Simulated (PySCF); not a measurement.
**C6H9F2: EPR calculation**

- system: C6H9F2, multiplicity 2
- method: UKS B3LYP, pcH-1 on C F H, non-relativistic, mean-field spin-orbit, GIAO (PySCF 2.14.0)

It belongs to a series of runs on one base structure; here: H added to sp2 C.

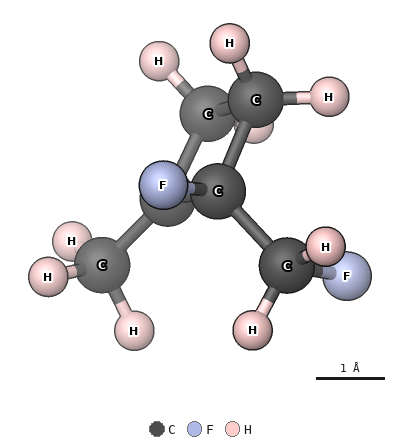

Fig. 1: The input geometry (ball-and-stick view, seen at a tilt). Bond lengths as drawn: C–C 1.47 to 1.54 Å, C–F 1.37 to 1.41 Å and C–H 1.09 to 1.10 Å.

Key numbers

- outcome: converged
- total energy: −433.687012 hartree
- ⟨S²⟩: 0.754
- isotropic g: 2.0025
- hardware: 1 CPU thread, shared host
- wall time: 75 s
- peak memory: 0.97 GiB

Input
```
{"job": {"kind": "epr", "basis": "pcH-1"}, "charge": 0, "multiplicity": 2}
C      1.778501    -1.129333     0.147394
C      0.767304    -0.071452     0.013242
C      0.720263     1.372330     0.374307
C     -0.661457     1.454803    -0.308505
C     -0.598859    -0.061885    -0.565114
F     -0.679888    -0.410041    -1.927522
C     -1.674208    -0.924272     0.108294
F     -1.741235    -0.643688     1.445634
H      1.461246    -1.894810     0.864694
H      2.721263    -0.709026     0.489653
H      1.936061    -1.639228    -0.806899
H      1.501908     1.994926    -0.069727
H      0.701862     1.574994     1.449018
H     -0.669520     2.028281    -1.231303
H     -1.482858     1.766524     0.331375
H     -1.431253    -1.986054     0.001680
H     -2.656129    -0.710039    -0.326130
```

The first line tells a small driver script what to run in PySCF; the rest is the geometry in Å.

Launched with:
```bash
OMP_NUM_THREADS=1 python <driver script> task.json out
```

Output
```
UKS, coarse grid
  cycle   1  E = -433.59081427  |g| = 5.21e-01
  cycle   2  E = -433.50491474  |g| = 7.71e-01
  cycle   3  E = -433.68478967  |g| = 6.91e-02
  cycle   4  E = -433.68631217  |g| = 3.71e-02
  cycle   5  E = -433.68693744  |g| = 7.70e-03
  cycle   6  E = -433.68695969  |g| = 4.57e-03
  cycle   7  E = -433.68696861  |g| = 1.06e-03
  cycle   8  E = -433.68696923  |g| = 6.32e-04
UKS, final grid
  cycle   1  E = -433.68701209  |g| = 8.15e-04
  cycle   2  E = -433.68701191  |g| = 1.10e-03
  cycle   3  E = -433.68701233  |g| = 6.85e-05
  cycle   4  E = -433.68701233  |g| = 2.33e-05
E = -433.68701233 Eh   <S^2> = 0.7542 (exact 0.7500)
g shifts (ppm)      1          2          3
  rmc          -155       -155       -155
  gc             21         52         33
  oz_so         -79        229        805
  total        -213        125        682
hyperfine (MHz)  atom isotope    a_iso     a_fc   dipolar eigenvalues
    0   13C     -30.19     -30.19     -2.43      0.64      1.80
    1   13C      93.27      93.27    -78.62    -77.02    155.64
    2   13C     -34.13     -34.13     -2.63      0.38      2.25
    3   13C       5.65       5.65     -1.55     -1.40      2.94
    4   13C     -25.43     -25.43     -3.63     -0.96      4.59
    5   19F     222.18     222.18    -79.63    -72.46    152.09
    6   13C      24.31      24.31     -4.23     -3.65      7.88
    7   19F      27.95      27.95     -6.33      0.16      6.18
    8    1H     124.71     124.71     -5.19     -3.35      8.54
    9    1H       5.36       5.36     -4.61     -3.77      8.38
   10    1H      87.85      87.85     -4.94     -3.94      8.89
   11    1H     113.71     113.71     -4.24     -3.70      7.94
   12    1H     113.64     113.64     -4.56     -3.58      8.14
   13    1H      -0.11      -0.11     -2.74     -2.57      5.31
   14    1H       2.72       2.72     -2.47     -2.23      4.70
   15    1H      -2.38      -2.38     -3.36     -1.69      5.05
   16    1H       5.77       5.77     -2.88     -1.14      4.02
```

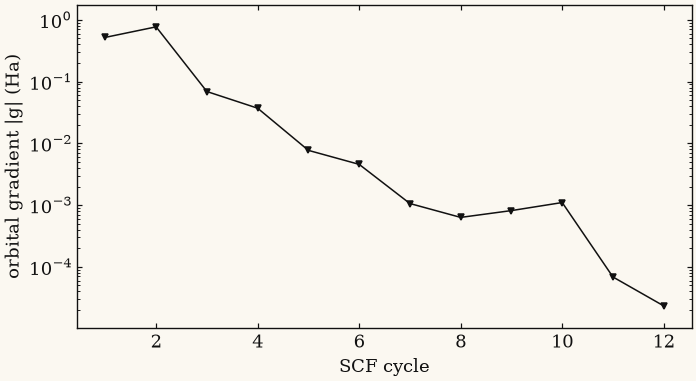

Fig. 2: Convergence of the self-consistent field: orbital gradient |g| against the SCF cycle. All cycles printed in the log are drawn one after another.

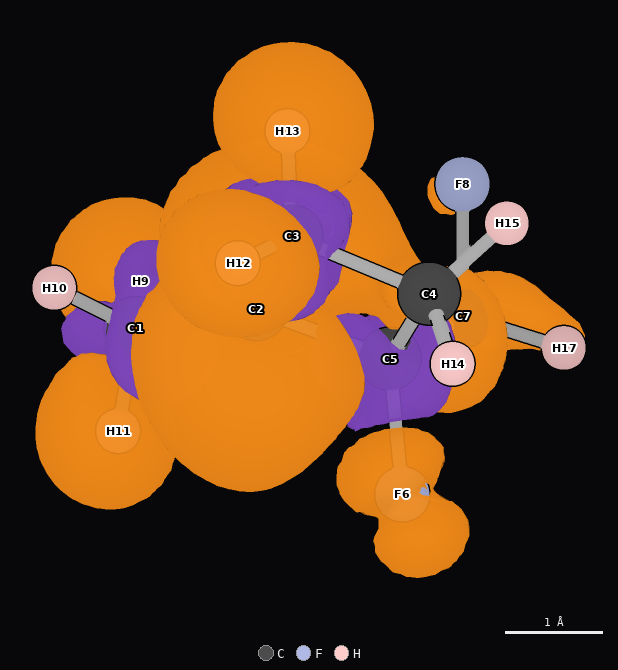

Fig. 3: Isosurfaces of the spin density at +0.005 (orange) and −0.005 e/Å³ (purple), seen from the side. The unpaired spin (1 electron) lies mostly on C2 (about 0.6), in electrons by Hirshfeld's partition.

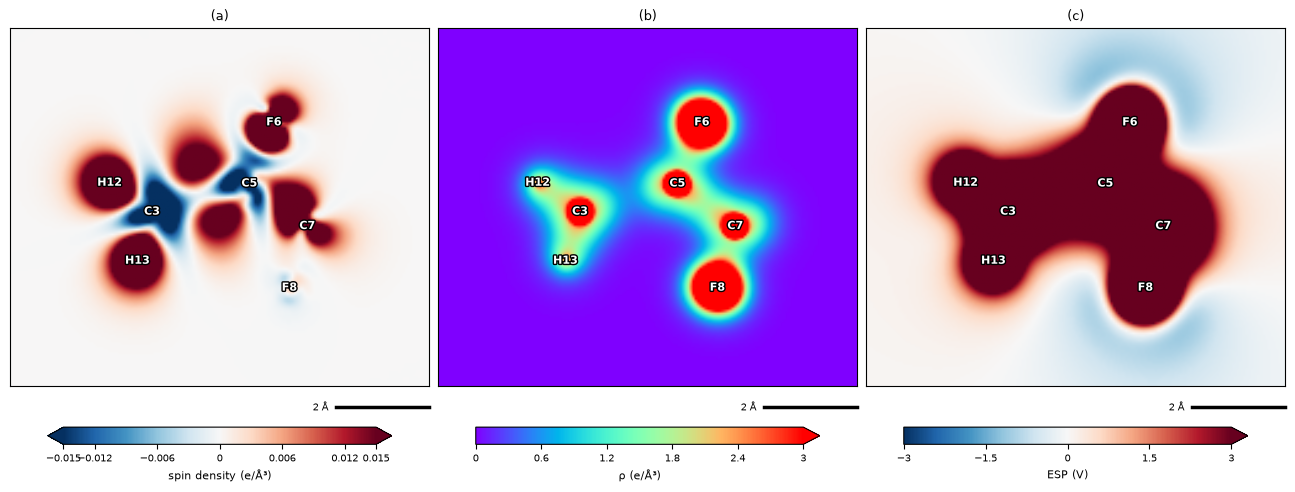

Fig. 4: (a) spin density; (b) total electron density; (c) molecular electrostatic potential on the plane of atoms C5, C7 and F8. C–F (1.37 Å): ρ is about 2.1 e/Å³ halfway, with its minimum of 1.7 e/Å³ about 0.5 Å from C. C–H (1.09 Å): ρ is about 2 e/Å³ halfway. C–F (1.41 Å): ρ is about 1.9 e/Å³ halfway, with its minimum of 1.5 e/Å³ about 0.5 Å from C. C–C (1.53 Å): ρ is about 1.7 e/Å³ halfway. The unpaired spin (1 electron) lies mostly on C2 (about 0.6), in electrons by Hirshfeld's partition.
